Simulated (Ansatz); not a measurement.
**GeF+ (singlet): from Hartree-Fock to the top rungs at distance Ge1–F2 = 1.479 Å, cc-pVDZ**

Aim: climb from Hartree-Fock through coupled cluster and multireference methods for GeF+ (singlet) at one geometry and basis, and see what each rung misses.

Computed with Ansatz 0.2.0, Gaussian basis. Level: cc-pVDZ, core rule «outside noble gas», up to 15 orbitals frozen.

To be run: UHF; CCSD(T) on RHF; BCCD(T) on RHF; CISD; CCSDT(Q) on RHF; CCSDTQ on RHF; CASSCF and MRCISD+Q, 2 electrons in 2 orbitals; CASSCF and NEVPT2, 2 electrons in 2 orbitals.

41 further runs of the same task are left out: 18 for a known fault of the program, 20 that didn't finish, 3 set aside as unsound or not needed.

## 1. The system

The geometry derives from a PBE0/def2-TZVP stationary point (not a proven minimum). One bond is set to the value named and the two fragments are kept rigid. No spin-orbit coupling is included. The filled d shell of Ge may be among the frozen orbitals whatever the setting's name suggests; the logs give the count.

2 atoms, charge 1, spin multiplicity 1.

Atoms are counted from 1 here; the program's logs count them from 0.

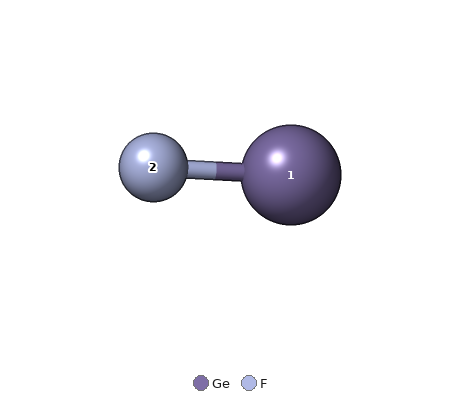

The geometry (germanium purple, fluorine light blue); atoms are numbered from 1 in the order of the file.

In the tables R marks a restricted determinant and U an unrestricted one; 'pair' is the active space of 2 electrons in 2 orbitals; energies count from the table's Hartree-Fock row.

## 2. UHF

in.yaml

```yaml
crystal:
  periodic: [false, false, false]
  atoms:
    - {symbol: Ge, position_ang: [0.000000, 0.000000, 0.000000]}
    - {symbol: F, position_ang: [0.000000, 0.000000, 1.479000]}
basis:
  gaussian: {orbitals: cc-pVDZ}
total_charge: 1
magnetization: {spin_polarized: true, initial_magnetization: 0}
hamiltonian: {xc: hf}
output: {orbitals: {seedname: orbitals}}
```

On the command line:

```sh
$ ansatz run in.yaml --threads 1 --pin off --events-out ev --progress --plain --max-ram 2393MiB
```

What it wrote:

```text
Functional definition: HF
  name "HF"
  cite "Fock, Z. Phys. 61, 126 (1930) doi:10.1007/BF01340294"
  parent pbe
  exchange = exact_x
  correlation = 0
463 factors; integrals over basis functions are off by at most 7.2e-4 eV
mean field evaluation 1: about -59162.9005 eV, gradient 4.7e1 eV
mean field evaluation 2: about -59162.9070 eV, gradient 4.7e1 eV
mean field evaluation 4: about -59170.3350 eV, gradient 1.5e0 eV
mean field evaluation 8: about -59170.3556 eV, gradient 1.2e-3 eV
mean field -59170.35562460 eV, -2174.4704620964 hartree, gradient 2.3e-5 eV, S^2 0.000000; 0 other end points of the search recorded, 0 dependent functions left out
reference -59170.35562460 eV, -2174.4704620964 hartree; 20, 20 occupied and 21, 21 virtual orbitals, 463 factors
Total energy: -59170.35562460 eV, -2174.4704620964 hartree
```

Wall time 0.66 s (1 thread of Intel Xeon Platinum 8259CL at 2.50GHz, shared host).

From the report: ⟨S²⟩ of the determinant 0.000 (pure singlet: 0.00).

The unrestricted search falls back on the restricted solution.

## 3. CCSD(T) on RHF

Edit in.yaml of step 2 so:

```diff
@@ -8,4 +8,3 @@
 total_charge: 1
-magnetization: {spin_polarized: true, initial_magnetization: 0}
-hamiltonian: {xc: hf}
-output: {orbitals: {seedname: orbitals}}
+magnetization: {spin_polarized: false}
+correlation: {method: ccsd_t, electrons: outside_noble_gas}
```

Launched as before.

What it wrote:

```text
Functional definition: HF
  name "HF"
  cite "Fock, Z. Phys. 61, 126 (1930) doi:10.1007/BF01340294"
  parent pbe
  exchange = exact_x
  correlation = 0
463 factors; integrals over basis functions are off by at most 7.2e-4 eV
mean field evaluation 1: about -59162.8739 eV, gradient 6.7e1 eV
mean field evaluation 2: about -59162.9955 eV, gradient 6.6e1 eV
mean field evaluation 4: about -59170.2964 eV, gradient 2.1e0 eV
mean field evaluation 8: about -59170.3555 eV, gradient 1.3e-1 eV
mean field evaluation 16: about -59170.2704 eV, gradient 2.1e0 eV
mean field -59170.35562460 eV, -2174.4704620964 hartree, gradient 7.5e-6 eV, S^2 0.000000; 0 other end points of the search recorded, 0 dependent functions left out
15 core orbitals not correlated: weight in the atoms' cores, before any rotation towards them, 0.731 or more for the frozen orbitals, at most 0.265 for the correlated occupied ones
reference -59170.35562460 eV, -2174.4704620964 hartree; 5, 5 occupied and 21, 21 virtual orbitals, 463 factors
second order -6.56444771 eV of doubles, -0.00000000 eV of singles
cycle   1  -6.57741245 eV  change   -1.3e-2 eV  update   8.4e-2
cycle   2  -6.79287749 eV  change   -2.2e-1 eV  update   2.8e-2
cycle   3  -6.86211918 eV  change   -6.9e-2 eV  update   1.6e-2
cycle   4  -6.85557568 eV  change    6.5e-3 eV  update   2.7e-3
cycle   5  -6.85458098 eV  change    9.9e-4 eV  update   1.1e-3
cycle   6  -6.85502785 eV  change   -4.5e-4 eV  update   3.0e-4
cycle   7  -6.85489012 eV  change    1.4e-4 eV  update   9.2e-5
cycle   8  -6.85487216 eV  change    1.8e-5 eV  update   2.3e-5
cycle   9  -6.85488619 eV  change   -1.4e-5 eV  update   6.3e-6
cycle  10  -6.85488639 eV  change   -2.0e-7 eV  update   1.3e-6
perturbative correction -0.13914536 eV, -0.0051134976 hartree
Total energy: -59177.34965635 eV, -2174.7274880225 hartree
```

Wall time 0.81 s (1 thread of Intel Xeon Platinum 8259CL at 2.50GHz, shared host).

From the report: correlation -6.9940 eV; T1 0.017; largest double amplitude 0.10.

## 4. BCCD(T) on RHF

Edit in.yaml of step 3 so:

```diff
@@ -9,2 +9,2 @@
 magnetization: {spin_polarized: false}
-correlation: {method: ccsd_t, electrons: outside_noble_gas}
+correlation: {method: bccd_t, electrons: outside_noble_gas}
```

Launched as before.

What it wrote:

```text
Functional definition: HF
  name "HF"
  cite "Fock, Z. Phys. 61, 126 (1930) doi:10.1007/BF01340294"
  parent pbe
  exchange = exact_x
  correlation = 0
463 factors; integrals over basis functions are off by at most 7.2e-4 eV
mean field evaluation 1: about -59162.8739 eV, gradient 6.7e1 eV
mean field evaluation 2: about -59162.9955 eV, gradient 6.6e1 eV
mean field evaluation 4: about -59170.2964 eV, gradient 2.1e0 eV
mean field evaluation 8: about -59170.3555 eV, gradient 1.3e-1 eV
mean field evaluation 16: about -59170.2704 eV, gradient 2.1e0 eV
mean field -59170.35562460 eV, -2174.4704620964 hartree, gradient 7.5e-6 eV, S^2 0.000000; 0 other end points of the search recorded, 0 dependent functions left out
15 core orbitals not correlated: weight in the atoms' cores, before any rotation towards them, 0.731 or more for the frozen orbitals, at most 0.265 for the correlated occupied ones
reference -59170.35562460 eV, -2174.4704620964 hartree; 5, 5 occupied and 21, 21 virtual orbitals, 463 factors
second order -6.56444771 eV of doubles, -0.00000000 eV of singles
cycle   1  -6.56227734 eV  change    2.2e-3 eV  update   8.4e-2
cycle   2  -6.77264277 eV  change   -2.1e-1 eV  update   3.3e-2
cycle   3  -6.84296682 eV  change   -7.0e-2 eV  update   1.7e-2
cycle   4  -6.83232525 eV  change    1.1e-2 eV  update   3.2e-3
cycle   5  -6.83012742 eV  change    2.2e-3 eV  update   1.0e-3
cycle   6  -6.83033050 eV  change   -2.0e-4 eV  update   3.0e-4
cycle   7  -6.83008967 eV  change    2.4e-4 eV  update   8.2e-5
cycle   8  -6.83004328 eV  change    4.6e-5 eV  update   2.5e-5
cycle   9  -6.83005476 eV  change   -1.1e-5 eV  update   6.0e-6
cycle  10  -6.83005442 eV  change    3.4e-7 eV  update   1.2e-6
perturbative correction -0.16961014 eV, -0.0062330576 hartree
Total energy: -59177.35528915 eV, -2174.7276950242 hartree
```

Wall time 0.78 s (1 thread of Intel Xeon Platinum 8259CL at 2.50GHz, shared host).

From the report: correlation -6.9997 eV; largest double amplitude 0.10.

## 5. CISD

Edit in.yaml of step 4 so:

```diff
@@ -8,3 +8,2 @@
 total_charge: 1
-magnetization: {spin_polarized: false}
-correlation: {method: bccd_t, electrons: outside_noble_gas}
+correlation: {active_space: {ras: {orbitals: [5, 0, 21], electrons: 10, max_holes: 2, max_particles: 2}, fixed_orbitals: true}}
```

Launched as before.

What it wrote:

```text
Functional definition: HF
  name "HF"
  cite "Fock, Z. Phys. 61, 126 (1930) doi:10.1007/BF01340294"
  parent pbe
  exchange = exact_x
  correlation = 0
463 factors; integrals over basis functions are off by at most 7.2e-4 eV
mean field evaluation 1: about -59162.8739 eV, gradient 6.7e1 eV
mean field evaluation 2: about -59162.9955 eV, gradient 6.6e1 eV
mean field evaluation 4: about -59170.2964 eV, gradient 2.1e0 eV
mean field evaluation 8: about -59170.3555 eV, gradient 1.3e-1 eV
mean field -59170.35562460 eV, -2174.4704620964 hartree, gradient 7.5e-6 eV, S^2 0.000000; 0 other end points of the search recorded, 0 dependent functions left out
reference -59170.35562460 eV, -2174.4704620964 hartree; 20, 20 occupied and 21, 21 virtual orbitals, 463 factors
state -59176.40025296 eV, -2174.6925980916 hartree
Total energy: -59176.40025296 eV, -2174.6925980916 hartree
```

Wall time 1 s (1 thread of Intel Xeon Platinum 8259CL at 2.50GHz, shared host).

From the report: 4,140 determinants.

## 6. CCSDT(Q) on RHF

Edit in.yaml of step 5 so:

```diff
@@ -8,2 +8,3 @@
 total_charge: 1
-correlation: {active_space: {ras: {orbitals: [5, 0, 21], electrons: 10, max_holes: 2, max_particles: 2}, fixed_orbitals: true}}
+magnetization: {spin_polarized: false}
+correlation: {method: ccsdt_q, electrons: outside_noble_gas}
```

Launched as before.

What it wrote:

```text
Functional definition: HF
  name "HF"
  cite "Fock, Z. Phys. 61, 126 (1930) doi:10.1007/BF01340294"
  parent pbe
  exchange = exact_x
  correlation = 0
754 factors; integrals over basis functions are off by at most 1.6e-7 eV
mean field evaluation 1: about -59162.8489 eV, gradient 6.7e1 eV
mean field evaluation 2: about -59163.0109 eV, gradient 6.6e1 eV
mean field evaluation 4: about -59170.2706 eV, gradient 2.0e0 eV
mean field evaluation 8: about -59170.3556 eV, gradient 1.3e-1 eV
mean field evaluation 16: about -59162.8489 eV, gradient 6.7e1 eV
mean field -59170.35574093 eV, -2174.4704663715 hartree, gradient 7.7e-7 eV, S^2 0.000000; 0 other end points of the search recorded, 0 dependent functions left out
15 core orbitals not correlated: weight in the atoms' cores, before any rotation towards them, 0.731 or more for the frozen orbitals, at most 0.265 for the correlated occupied ones
reference -59170.35574093 eV, -2174.4704663715 hartree; 5, 5 occupied and 21, 21 virtual orbitals, 754 factors
second order -6.56446007 eV of doubles, -0.00000000 eV of singles
cycle   1  -6.57741990 eV  change   -1.3e-2 eV  update   9.1e-2
cycle   2  -6.85162933 eV  change   -2.7e-1 eV  update   5.1e-2
cycle   3  -7.01517521 eV  change   -1.6e-1 eV  update   2.3e-2
cycle   4  -7.00827791 eV  change    6.9e-3 eV  update   6.6e-3
cycle   5  -6.99959616 eV  change    8.7e-3 eV  update   3.4e-3
cycle   6  -7.00205369 eV  change   -2.5e-3 eV  update   9.9e-4
cycle   7  -7.00270830 eV  change   -6.5e-4 eV  update   3.6e-4
cycle   8  -7.00248423 eV  change    2.2e-4 eV  update   1.5e-4
cycle   9  -7.00244313 eV  change    4.1e-5 eV  update   4.6e-5
cycle  10  -7.00249498 eV  change   -5.2e-5 eV  update   1.5e-5
cycle  11  -7.00248204 eV  change    1.3e-5 eV  update   5.9e-6
cycle  12  -7.00248349 eV  change   -1.5e-6 eV  update   2.0e-6
cycle  13  -7.00248364 eV  change   -1.5e-7 eV  update   6.7e-7
perturbative correction -0.01519471 eV, -0.0005583952 hartree
Total energy: -59177.37341927 eV, -2174.7283612939 hartree
```

Run time: 2.4 s. Hardware: 1 thread of Intel Xeon Platinum 8259CL at 2.50GHz, shared host.

From the report: correlation -7.0177 eV; T1 0.017; largest double amplitude 0.10.

## 7. CCSDTQ on RHF

Edit in.yaml of step 6 so:

```diff
@@ -9,2 +9,2 @@
 magnetization: {spin_polarized: false}
-correlation: {method: ccsdt_q, electrons: outside_noble_gas}
+correlation: {method: ccsdtq, electrons: outside_noble_gas}
```

The command is unchanged.

What it wrote:

```text
Functional definition: HF
  name "HF"
  cite "Fock, Z. Phys. 61, 126 (1930) doi:10.1007/BF01340294"
  parent pbe
  exchange = exact_x
  correlation = 0
754 factors; integrals over basis functions are off by at most 1.6e-7 eV
mean field evaluation 1: about -59162.8489 eV, gradient 6.7e1 eV
mean field evaluation 2: about -59163.0109 eV, gradient 6.6e1 eV
mean field evaluation 4: about -59170.2706 eV, gradient 2.0e0 eV
mean field evaluation 8: about -59170.3556 eV, gradient 1.3e-1 eV
mean field evaluation 16: about -59162.8489 eV, gradient 6.7e1 eV
mean field -59170.35574093 eV, -2174.4704663715 hartree, gradient 7.7e-7 eV, S^2 0.000000; 0 other end points of the search recorded, 0 dependent functions left out
15 core orbitals not correlated: weight in the atoms' cores, before any rotation towards them, 0.731 or more for the frozen orbitals, at most 0.265 for the correlated occupied ones
reference -59170.35574093 eV, -2174.4704663715 hartree; 5, 5 occupied and 21, 21 virtual orbitals, 754 factors
second order -6.56446007 eV of doubles, -0.00000000 eV of singles
cycle   1  -6.57741990 eV  change   -1.3e-2 eV  update   9.1e-2
cycle   2  -6.86740265 eV  change   -2.9e-1 eV  update   5.3e-2
cycle   3  -7.02270448 eV  change   -1.6e-1 eV  update   2.5e-2
cycle   4  -7.01950956 eV  change    3.2e-3 eV  update   1.0e-2
cycle   5  -7.01176380 eV  change    7.7e-3 eV  update   4.5e-3
cycle   6  -7.01555949 eV  change   -3.8e-3 eV  update   3.1e-3
cycle   7  -7.01655039 eV  change   -9.9e-4 eV  update   1.4e-3
cycle   8  -7.01598361 eV  change    5.7e-4 eV  update   8.2e-4
cycle   9  -7.01593376 eV  change    5.0e-5 eV  update   3.2e-4
cycle  10  -7.01601945 eV  change   -8.6e-5 eV  update   1.6e-4
cycle  11  -7.01600051 eV  change    1.9e-5 eV  update   6.1e-5
cycle  12  -7.01599914 eV  change    1.4e-6 eV  update   2.0e-5
cycle  13  -7.01599935 eV  change   -2.1e-7 eV  update   6.6e-6
cycle  14  -7.01599963 eV  change   -2.8e-7 eV  update   3.7e-6
cycle  15  -7.01599925 eV  change    3.8e-7 eV  update   2.2e-6
cycle  16  -7.01599908 eV  change    1.7e-7 eV  update   3.5e-7
Total energy: -59177.37174001 eV, -2174.7282995821 hartree
```

It took 53 s on 1 thread of Intel Xeon Platinum 8259CL at 2.50GHz, shared host; peak memory 0.43 GiB.

From the report: correlation -7.0160 eV; T1 0.016; largest double amplitude 0.10.

## 8. CASSCF and MRCISD+Q, 2 electrons in 2 orbitals

Edit in.yaml of step 7 so:

```diff
@@ -8,3 +8,2 @@
 total_charge: 1
-magnetization: {spin_polarized: false}
-correlation: {method: ccsdtq, electrons: outside_noble_gas}
+correlation: {method: fic_mrcisd_q, electrons: outside_noble_gas, active_space: {window: {electrons: 2, orbitals: 2}}}
```

Same command.

What it wrote:

```text
Functional definition: HF
  name "HF"
  cite "Fock, Z. Phys. 61, 126 (1930) doi:10.1007/BF01340294"
  parent pbe
  exchange = exact_x
  correlation = 0
463 factors; integrals over basis functions are off by at most 7.2e-4 eV
mean field evaluation 1: about -59162.8739 eV, gradient 6.7e1 eV
mean field evaluation 2: about -59162.9955 eV, gradient 6.6e1 eV
mean field evaluation 4: about -59170.2964 eV, gradient 2.1e0 eV
mean field evaluation 8: about -59170.3555 eV, gradient 1.3e-1 eV
mean field -59170.35562460 eV, -2174.4704620964 hartree, gradient 7.5e-6 eV, S^2 0.000000; 0 other end points of the search recorded, 0 dependent functions left out
reference -59170.35562460 eV, -2174.4704620964 hartree; 20, 20 occupied and 21, 21 virtual orbitals, 463 factors
state -59170.77654948 eV, -2174.4859308005 hartree
contracted CI cycle   1: correlation 0.00000000 eV, 0.0000000000 hartree, residual 3.02e1 eV
contracted CI cycle   2: correlation -5.87763780 eV, -0.2159992053 hartree, residual 3.95e0 eV
contracted CI cycle   3: correlation -6.08315943 eV, -0.2235519858 hartree, residual 1.53e0 eV
contracted CI cycle   4: correlation -6.11320295 eV, -0.2246560647 hartree, residual 4.83e-1 eV
contracted CI cycle   5: correlation -6.11638935 eV, -0.2247731629 hartree, residual 1.58e-1 eV
contracted CI cycle   6: correlation -6.11670435 eV, -0.2247847388 hartree, residual 4.87e-2 eV
contracted CI cycle   7: correlation -6.11673911 eV, -0.2247860161 hartree, residual 1.68e-2 eV
contracted CI cycle   8: correlation -6.11674280 eV, -0.2247861520 hartree, residual 4.57e-3 eV
contracted CI cycle   9: correlation -6.11674312 eV, -0.2247861635 hartree, residual 1.63e-3 eV
contracted CI cycle  10: correlation -6.11674315 eV, -0.2247861647 hartree, residual 3.84e-4 eV
state -59170.77654948 eV, -2174.4859308005 hartree; corrected -59177.28064590 eV, -2174.7249519354 hartree
Total energy: -59177.28064590 eV, -2174.7249519354 hartree
```

Run time: 1.9 s. Hardware: 1 thread of Intel Xeon Platinum 8259CL at 2.50GHz, shared host.

From the report: 2 determinants; active occupations 1.95, 0.05.

## 9. CASSCF and NEVPT2, 2 electrons in 2 orbitals

Edit in.yaml of step 8 so:

```diff
@@ -8,2 +8,2 @@
 total_charge: 1
-correlation: {method: fic_mrcisd_q, electrons: outside_noble_gas, active_space: {window: {electrons: 2, orbitals: 2}}}
+correlation: {method: sc_nevpt2, electrons: outside_noble_gas, active_space: {window: {electrons: 2, orbitals: 2}}}
```

Same command.

What it wrote:

```text
Functional definition: HF
  name "HF"
  cite "Fock, Z. Phys. 61, 126 (1930) doi:10.1007/BF01340294"
  parent pbe
  exchange = exact_x
  correlation = 0
463 factors; integrals over basis functions are off by at most 7.2e-4 eV
mean field evaluation 1: about -59162.8739 eV, gradient 6.7e1 eV
mean field evaluation 2: about -59162.9955 eV, gradient 6.6e1 eV
mean field evaluation 4: about -59170.2964 eV, gradient 2.1e0 eV
mean field evaluation 8: about -59170.3555 eV, gradient 1.3e-1 eV
mean field -59170.35562460 eV, -2174.4704620964 hartree, gradient 7.5e-6 eV, S^2 0.000000; 0 other end points of the search recorded, 0 dependent functions left out
reference -59170.35562460 eV, -2174.4704620964 hartree; 20, 20 occupied and 21, 21 virtual orbitals, 463 factors
state -59170.77654948 eV, -2174.4859308005 hartree
state -59170.77654948 eV, -2174.4859308005 hartree; corrected -59176.89349323 eV, -2174.7107243373 hartree
Total energy: -59176.89349323 eV, -2174.7107243373 hartree
```

Run time: 1.6 s. Hardware: 1 thread of Intel Xeon Platinum 8259CL at 2.50GHz, shared host.

From the report: 2 determinants; active occupations 1.95, 0.05.

## 10. The ladder

The yardstick is RCCSDTQ, where the cluster series has nearly closed. Rows without a time come out of other runs: HF, MP2 and CCSD of CCSD(T), CCSDT of CCSDT(Q), CASSCF and MRCISD of the multireference runs.

Differences are taken before rounding.

| method | energy from the lowest RHF (kJ/mol) | from RCCSDTQ (kJ/mol) | time |
| --- | --- | --- | --- |
| RHF | 0.0 | +677.0 |  |
| RMP2 | -633.4 | +43.6 |  |
| RCCSD | -661.4 | +15.6 |  |
| RCCSD(T) | -674.8 | +2.1 | 0.81 s |
| BCCD(T) | -675.4 | +1.6 | 0.78 s |
| RCCSDT | -675.6 | +1.3 |  |
| RCCSDT(Q) | -677.1 | -0.2 | 2.4 s |
| RCCSDTQ | -677.0 | 0 | 53 s |
| CASSCF pair | -40.6 | +636.3 |  |
| NEVPT2 pair | -630.8 | +46.1 | 1.6 s |
| MRCISD pair | -630.8 | +46.2 |  |
| MRCISD+Q pair | -668.2 | +8.8 | 1.9 s |

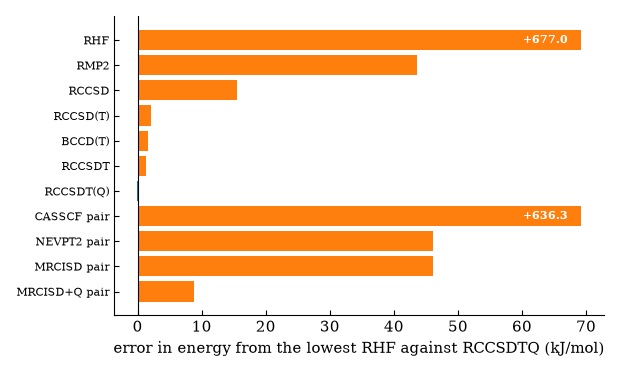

Deviations from RCCSDTQ, method by method. Bars with a number in them are cut short.

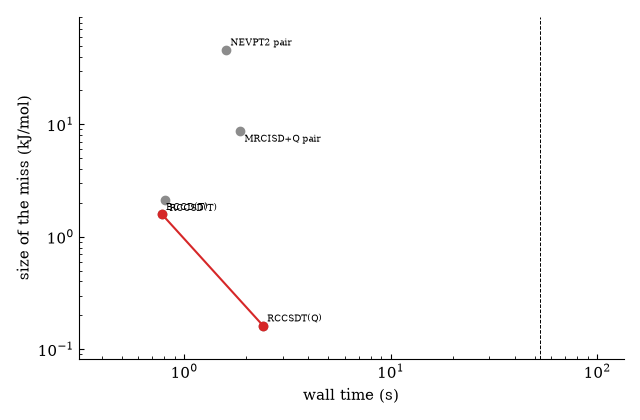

Accuracy for the time spent; red marks the levels that beat every quicker one drawn (of those quicker than the yardstick), and the dashed line is the time of RCCSDTQ. Times are from a shared host.

Not comparable, so not listed: CISD (they don't share determinant, frozen orbitals or solution with the rows shown, or repeat one).

## 11. What came out

```
                         quantity                                 value
     RCCSDTQ below the RHF energy                            -7.0161 eV
                RMP2 from RCCSDTQ                          +43.6 kJ/mol
               RCCSD from RCCSDTQ                          +15.6 kJ/mol
            RCCSD(T) from RCCSDTQ                           +2.1 kJ/mol
           RCCSDT(Q) from RCCSDTQ                           -0.2 kJ/mol
         NEVPT2 pair from RCCSDTQ                          +46.1 kJ/mol
       MRCISD+Q pair from RCCSDTQ                           +8.8 kJ/mol
levels within 1 kcal/mol (43 meV)  RCCSD(T), BCCD(T), RCCSDT, RCCSDT(Q)
                    T1 diagnostic                                 0.017
```

RCCSD(T) misses by +2.1 kJ/mol, 0.3 % of the correlation energy. Of the multireference levels listed MRCISD+Q pair comes nearest in total energy (+8.8 kJ/mol), which doesn't show that its space is the better one. These misses are within one basis, not against nature.

RCCSDT(Q) reaches 0.2 kJ/mol from the reference in 2.4 s, where RCCSDTQ took 53 s; the quickest level in the cost chart, BCCD(T), takes 0.78 s and misses by 1.6 kJ/mol.
